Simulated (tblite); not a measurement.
# Geometry relaxation, with input and output: C₄H₉FOSi (part 1 of 3)

System: C₄H₉FOSi.
Method: GFN2-xTB geometry optimisation, gas phase (tblite 0.8.0).

It belongs to a series of runs on one base structure; here: constitutional isomer.

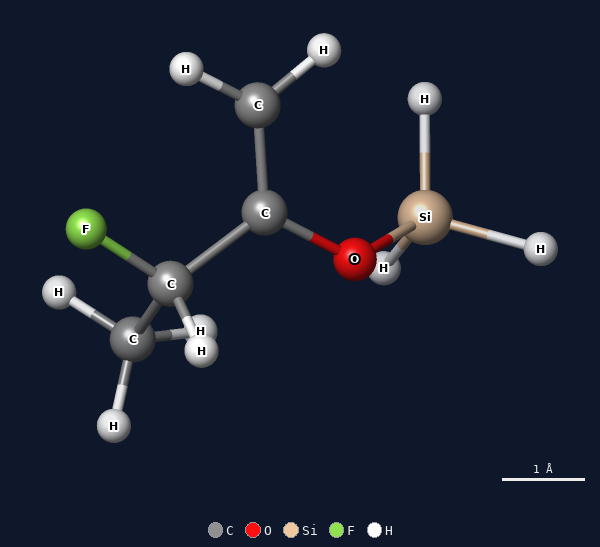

**Figure 1.** The input geometry (ball-and-stick view, seen at a tilt). Bond lengths as drawn: C–C 1.33 to 1.53 Å, C–F 1.35 Å, C–H 1.07 to 1.13 Å, C–O 1.36 Å, H–Si 1.46 to 1.48 Å and O–Si 1.71 Å.

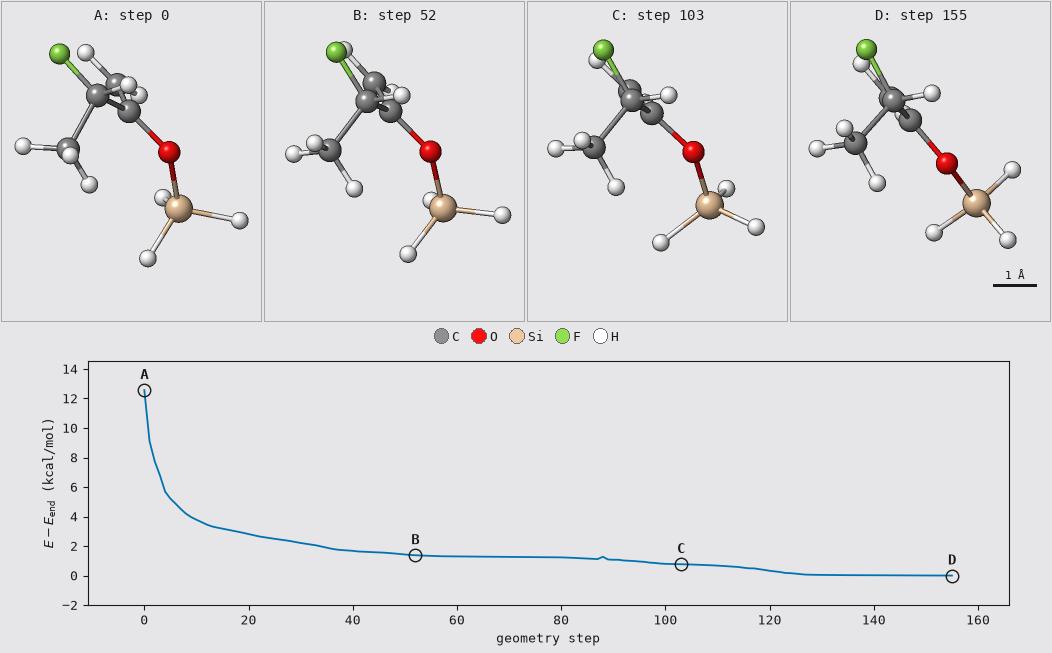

**Figure 2.** Frames of the relaxation (ball-and-stick view, seen at a tilt) above the curves, on which the letters mark them (steps are counted from 0).

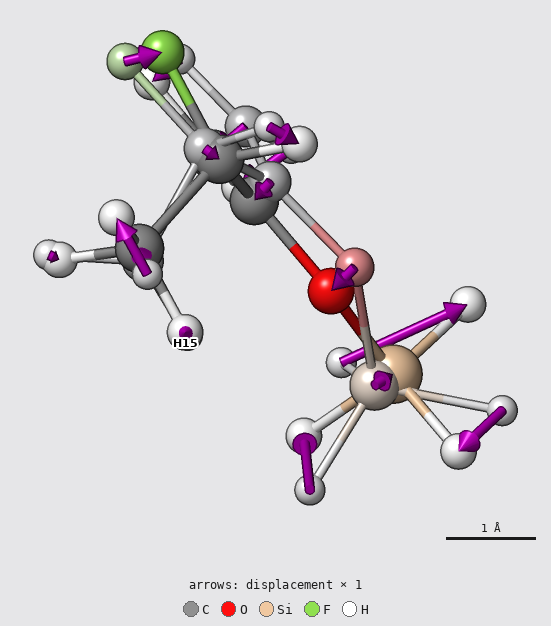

**Figure 3.** Start (faint) and end (solid) with the displacements as pink arrows, at true length (ball-and-stick view, seen at a tilt). The two geometries are laid on each other by the best rigid fit. The largest move after the best rigid fit is that of H11, 1.61 Å. Largest moves by element: H 1.61 Å, C 0.50 Å, F 0.46 Å, O 0.40 Å, Si 0.33 Å. Distances before and after: O3–Si4 1.712 → 1.630 Å, C6–H14 1.127 → 1.088 Å, C5–F7 1.352 → 1.379 Å, C2–C5 1.488 → 1.513 Å. Among the angles that change: O3–C2–C5 118.9° → 110.8°, O3–Si4–H12 106.5° → 98.4°, H11–Si4–H12 106.4° → 113.7°. Over 155 geometry steps the energy falls by 12.6 kcal/mol. The largest force component goes from 2.2 to 0.008 eV/Å. (Atoms are counted from 1 in the order of the input.)

The input and output of the run follow.

Input:
```
{"job": {"kind": "relax", "xc": "GFN2-xTB", "basis": "xTB"}, "charge": 0, "multiplicity": 1}
C      0.527300    -1.013400     1.448100
C     -0.029600    -0.694800     0.280400
O      0.707100    -0.517300    -0.854600
Si     2.136500     0.405700    -1.046700
C     -1.507600    -0.537700     0.211400
C     -1.760700     0.896500    -0.262700
F     -2.137300    -0.761200     1.387300
H      1.602600    -1.130900     1.544300
H     -0.056400    -1.154700     2.335400
H      1.858600     1.790700    -1.438700
H      2.979400     0.438400     0.143400
H      2.929600    -0.261000    -2.100000
H     -1.889900    -1.188000    -0.599000
H     -2.005500     1.501900     0.655500
H     -0.817000     1.254600    -0.707700
H     -2.544700     0.980000    -1.007800
```

The first line tells a small driver script what to run in tblite; the rest is the geometry in Å.

Command:
```bash
OMP_NUM_THREADS=1 python <driver script> task.json out
```

Output:
```
step      E/eV     max force
  0    -644.90926    2.295
  1    -645.05905    1.350
  2    -645.11849    0.797
  3    -645.15965    0.593
  4    -645.20768    0.477
  5    -645.22792    0.345
  6    -645.24287    0.362
  7    -645.25857    0.364
  8    -645.27232    0.338
  9    -645.28240    0.267
 10    -645.29001    0.241
 11    -645.29716    0.221
 12    -645.30437    0.225
 13    -645.30979    0.182
 14    -645.31322    0.137
 15    -645.31621    0.144
 16    -645.31937    0.157
 17    -645.32240    0.129
 18    -645.32541    0.119
 19    -645.32863    0.150
 20    -645.33220    0.153
 21    -645.33588    0.168
 22    -645.33903    0.161
 23    -645.34152    0.142
 24    -645.34384    0.127
 25    -645.34614    0.129
 26    -645.34823    0.140
 27    -645.35026    0.131
 28    -645.35270    0.117
 29    -645.35558    0.137
 30    -645.35835    0.121
 31    -645.36061    0.117
 32    -645.36272    0.117
 33    -645.36535    0.131
 34    -645.36872    0.134
 35    -645.37239    0.132
 36    -645.37551    0.129
 37    -645.37788    0.105
 38    -645.37927    0.117
 39    -645.38032    0.102
 40    -645.38139    0.093
 41    -645.38324    0.068
 42    -645.38406    0.066
 43    -645.38506    0.071
 44    -645.38546    0.059
 45    -645.38602    0.061
 46    -645.38678    0.055
 47    -645.38788    0.073
 48    -645.38922    0.111
 49    -645.39077    0.129
 50    -645.39230    0.111
 51    -645.39356    0.093
 52    -645.39444    0.068
 53    -645.39510    0.074
 54    -645.39569    0.060
 55    -645.39640    0.045
 56    -645.39699    0.040
 57    -645.39738    0.035
 58    -645.39760    0.028
 59    -645.39773    0.024
 60    -645.39787    0.028
 61    -645.39802    0.028
 62    -645.39816    0.030
 63    -645.39828    0.034
 64    -645.39840    0.026
 65    -645.39852    0.031
 66    -645.39865    0.026
 67    -645.39877    0.028
 68    -645.39887    0.027
 69    -645.39899    0.027
 70    -645.39915    0.037
 71    -645.39933    0.035
 72    -645.39947    0.021
 73    -645.39958    0.024
 74    -645.39968    0.027
 75    -645.39981    0.033
 76    -645.39994    0.025
 77    -645.40005    0.026
 78    -645.40016    0.029
 79    -645.40033    0.039
 80    -645.40064    0.061
 81    -645.40115    0.075
 82    -645.40180    0.067
 83    -645.40252    0.053
 84    -645.40321    0.049
 85    -645.40389    0.057
 86    -645.40469    0.076
 87    -645.40567    0.104
 88    -645.39879    0.307
 89    -645.40692    0.077
 90    -645.40765    0.065
 91    -645.40764    0.172
 92    -645.40979    0.059
 93    -645.41046    0.059
 94    -645.41140    0.157
 95    -645.41282    0.068
 96    -645.41383    0.066
 97    -645.41613    0.087
 98    -645.41697    0.095
 99    -645.41874    0.085
100    -645.41970    0.066
101    -645.42005    0.079
102    -645.42032    0.058
103    -645.42066    0.042
104    -645.42095    0.053
105    -645.42161    0.080
106    -645.42217    0.072
107    -645.42290    0.053
108    -645.42345    0.059
109    -645.42404    0.067
110    -645.42477    0.083
111    -645.42580    0.066
112    -645.42680    0.105
113    -645.42809    0.068
114    -645.42893    0.078
115    -645.43101    0.091
116    -645.43274    0.129
117    -645.43296    0.267
118    -645.43514    0.246
119    -645.43756    0.133
120    -645.44004    0.067
121    -645.44194    0.094
122    -645.44365    0.094
123    -645.44647    0.081
124    -645.44707    0.112
125    -645.44837    0.111
126    -645.45003    0.068
127    -645.45133    0.052
128    -645.45176    0.044
129    -645.45202    0.043
130    -645.45221    0.037
131    -645.45230    0.030
132    -645.45244    0.021
133    -645.45262    0.028
134    -645.45278    0.026
135    -645.45292    0.019
136    -645.45301    0.024
137    -645.45307    0.019
138    -645.45312    0.019
139    -645.45317    0.017
140    -645.45321    0.016
141    -645.45324    0.015
142    -645.45327    0.014
143    -645.45330    0.015
144    -645.45333    0.013
145    -645.45338    0.016
146    -645.45345    0.023
147    -645.45355    0.025
148    -645.45368    0.024
149    -645.45379    0.023
150    -645.45388    0.017
151    -645.45396    0.016
152    -645.45401    0.016
153    -645.45405    0.013
154    -645.45408    0.012
155    -645.45409    0.008
```

Trajectory as extended XYZ (Å, eV, eV/Å), 30 of the 156 frames kept, from step=0 to step=155:
```
16
Properties=species:S:1:pos:R:3:forces:R:3 step=0 energy=-644.90926
C     0.5273   -1.0134    1.4481    0.5640   0.0520  -0.2720
C    -0.0296   -0.6948    0.2804    1.3250  -0.7240   1.3900
O     0.7071   -0.5173   -0.8546    0.8610   1.0120  -0.0010
Si    2.1365    0.4057   -1.0467   -0.6380  -0.9060  -0.1920
C    -1.5076   -0.5377    0.2114   -0.1810   0.7190  -2.1720
C    -1.7607    0.8965   -0.2627    0.2340   0.9490   0.8220
F    -2.1373   -0.7612    1.3873   -0.1130  -0.3970   0.1790
H     1.6026   -1.1309    1.5443   -0.3350   0.0450  -0.0230
H    -0.0564   -1.1547    2.3354   -0.0730  -0.0490  -0.0260
H     1.8586    1.7907   -1.4387   -0.2760  -0.1210   0.0630
H     2.9794    0.4384    0.1434   -0.1540  -0.0210   0.1580
H     2.9296   -0.2610   -2.1000   -0.5100  -0.0180   0.2030
H    -1.8899   -1.1880   -0.5990   -0.1870  -0.3560   0.5760
H    -2.0055    1.5019    0.6555    0.2120  -0.3750  -1.0820
H    -0.8170    1.2546   -0.7077   -0.6060   0.1720   0.1760
H    -2.5447    0.9800   -1.0078   -0.1220   0.0190   0.2010
16
Properties=species:S:1:pos:R:3:forces:R:3 step=5 energy=-645.22792
C     0.5611   -1.0236    1.4709    0.1910  -0.1020   0.1590
C     0.0208   -0.7141    0.3086   -0.0860   0.1790   0.0150
O     0.7431   -0.4505   -0.8091    0.0090  -0.0700  -0.1380
Si    2.1273    0.3792   -1.0463    0.0950   0.0820   0.0580
C    -1.4736   -0.5125    0.1357   -0.0630  -0.1530  -0.1020
C    -1.7545    0.9288   -0.2702    0.0740   0.0140   0.0780
F    -2.1131   -0.7887    1.3222   -0.0680  -0.0310   0.2120
H     1.6293   -1.1341    1.5596   -0.1210   0.0060   0.1220
H    -0.0589   -1.1685    2.3353    0.1020  -0.1260   0.0040
H     1.8190    1.7536   -1.4260   -0.1880   0.0760  -0.0270
H     2.9481    0.4328    0.1510    0.0750  -0.0010   0.2040
H     2.8685   -0.2862   -2.0963   -0.1460  -0.2440  -0.1480
H    -1.9119   -1.2358   -0.5692    0.2630   0.0810  -0.1400
H    -2.0001    1.5136    0.6145    0.0310  -0.0450  -0.0300
H    -0.8472    1.3177   -0.7113   -0.0070   0.2900  -0.1870
H    -2.5654    0.9973   -0.9808   -0.1600   0.0420  -0.0810
16
Properties=species:S:1:pos:R:3:forces:R:3 step=11 energy=-645.29716
C     0.5766   -1.0360    1.4836    0.0740  -0.0190   0.1320
C     0.0416   -0.6888    0.3268   -0.0650   0.0340   0.0390
O     0.7609   -0.4442   -0.7962   -0.0140  -0.0380   0.0720
Si    2.1466    0.3837   -1.0351   -0.0220   0.0780   0.0500
C    -1.4522   -0.4991    0.1243    0.1140  -0.0720  -0.0890
C    -1.7549    0.9433   -0.2895   -0.0070  -0.0300   0.1220
F    -2.1123   -0.7967    1.3050    0.0190   0.0810  -0.2050
H     1.6397   -1.1385    1.6056   -0.0090  -0.0210  -0.0480
H    -0.0333   -1.2223    2.3460   -0.0560  -0.0250  -0.0160
H     1.7521    1.7480   -1.4244    0.0790  -0.1080   0.0380
H     2.9521    0.4334    0.1941   -0.0320   0.0300  -0.1960
H     2.7790   -0.3609   -2.1167   -0.0590   0.0150   0.0600
H    -1.8306   -1.2296   -0.6107    0.1120   0.1420   0.0360
H    -1.9875    1.5073    0.6070   -0.0290   0.0860   0.1060
H    -0.8915    1.4011   -0.7613    0.0400  -0.0880  -0.0630
H    -2.5941    1.0085   -0.9698   -0.1440  -0.0660  -0.0390
16
Properties=species:S:1:pos:R:3:forces:R:3 step=16 energy=-645.31937
C     0.5845   -1.0412    1.5081   -0.0890   0.0240  -0.0610
C     0.0532   -0.6731    0.3545    0.0030  -0.0400   0.0170
O     0.7703   -0.4538   -0.7719    0.0280   0.0160   0.0660
Si    2.1393    0.3861   -1.0308   -0.0100  -0.0560  -0.0550
C    -1.4268   -0.4829    0.1136   -0.0660   0.0740   0.0680
C    -1.7625    0.9554   -0.2863   -0.0080  -0.0140  -0.0720
F    -2.1227   -0.7898    1.2638   -0.0840  -0.1080   0.0050
H     1.6469   -1.1494    1.6143    0.0230  -0.0500   0.0360
H    -0.0390   -1.2524    2.3540    0.0010   0.0310   0.0580
H     1.7453    1.7379   -1.4190    0.0180   0.0920  -0.0250
H     2.9628    0.4460    0.1706    0.0940   0.0320   0.0060
H     2.7276   -0.3870   -2.1097    0.0390   0.0020  -0.0450
H    -1.7633   -1.1992   -0.6462    0.0050  -0.0160  -0.0480
H    -1.9840    1.5184    0.6202    0.0560   0.0100  -0.1070
H    -0.9129    1.4046   -0.7955   -0.0690   0.0030   0.0140
H    -2.6261    0.9893   -0.9512    0.0590   0.0020   0.1460
16
Properties=species:S:1:pos:R:3:forces:R:3 step=21 energy=-645.33588
C     0.5766   -1.0483    1.5363    0.0210  -0.0450   0.0750
C     0.0510   -0.6667    0.3867    0.0180   0.0280  -0.0210
O     0.7855   -0.4561   -0.7296    0.0100   0.0520  -0.0620
Si    2.1391    0.3864   -1.0418    0.0710   0.0610   0.0230
C    -1.4237   -0.4736    0.1143    0.0260  -0.0980  -0.0610
C    -1.7652    0.9581   -0.2861   -0.0270   0.0280   0.0840
F    -2.1685   -0.8293    1.2195    0.0250  -0.0160  -0.0350
H     1.6411   -1.1814    1.6322   -0.1010   0.0040   0.0460
H    -0.0463   -1.2578    2.3836    0.0040   0.0310   0.0460
H     1.7572    1.7533   -1.4226    0.0050  -0.0820  -0.0120
H     3.0099    0.4723    0.1312    0.0230  -0.0100  -0.0430
H     2.7037   -0.4044   -2.1250   -0.0190   0.0450  -0.0040
H    -1.7069   -1.1714   -0.6871   -0.0410  -0.0210   0.0150
H    -1.9565    1.5486    0.6034    0.0730   0.0290   0.1480
H    -0.9430    1.4069   -0.8327   -0.0020  -0.0440  -0.0890
H    -2.6617    0.9726   -0.8936   -0.0850   0.0380  -0.1100
16
Properties=species:S:1:pos:R:3:forces:R:3 step=27 energy=-645.35026
C     0.5567   -1.0567    1.5615    0.0040   0.0600   0.0020
C     0.0522   -0.6568    0.4051   -0.0480  -0.0340  -0.0230
O     0.8010   -0.4363   -0.7024    0.0160  -0.0030   0.0590
Si    2.1567    0.3928   -1.0441   -0.0060   0.0130   0.0220
C    -1.4234   -0.4770    0.0992    0.0260  -0.0380   0.0050
C    -1.7776    0.9627   -0.2763    0.0430  -0.0800  -0.0180
F    -2.1877   -0.8736    1.1773    0.0360   0.0310  -0.0110
H     1.6175   -1.2049    1.6713   -0.0440   0.0510   0.0070
H    -0.0608   -1.2453    2.4204   -0.0490   0.0040  -0.1110
H     1.7658    1.7498   -1.4375   -0.0060  -0.0100  -0.0010
H     3.0691    0.4869    0.0947   -0.0020  -0.0280  -0.0120
H     2.6865   -0.3962   -2.1450   -0.0050   0.0040  -0.0060
H    -1.6849   -1.1648   -0.7216    0.0340   0.0650   0.0360
H    -1.8992    1.5629    0.6252    0.0310  -0.0840  -0.0700
H    -0.9813    1.3829   -0.8840    0.0080   0.0020   0.0060
H    -2.6981    0.9827   -0.8552   -0.0400   0.0470   0.1150
```
